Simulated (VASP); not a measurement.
Band structure of CdF2 (fluorite). Method: LDA (Ceperley-Alder, Perdew-Zunger), VASP's LDA PAW potentials (set 64) (plane waves; VASP 6.6.1).

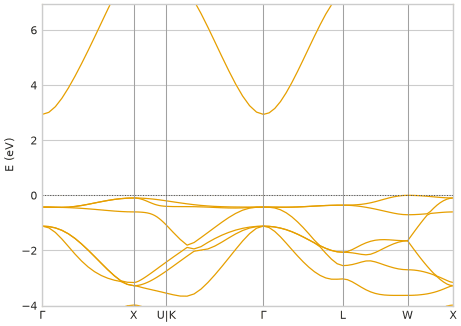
Fig. 1. Bands along high-symmetry lines, zero at the valence-band maximum or, without a gap, the Fermi level

### Question
Read the plot: is there a gap, and where are the band edges?

### Answer
The gap is indirect, 2.94 eV, from the valence maximum at W to the conduction minimum at Γ. (Edges off the drawn lines would not show.)

Measured: gap 7.80 eV (computed value off by -4.86 eV), as given by Giancarlo Cappellini et al., Physical Review B (2013), arXiv:1302.2571.

The compound is CdF2 in the fluorite structure. It was relaxed first.
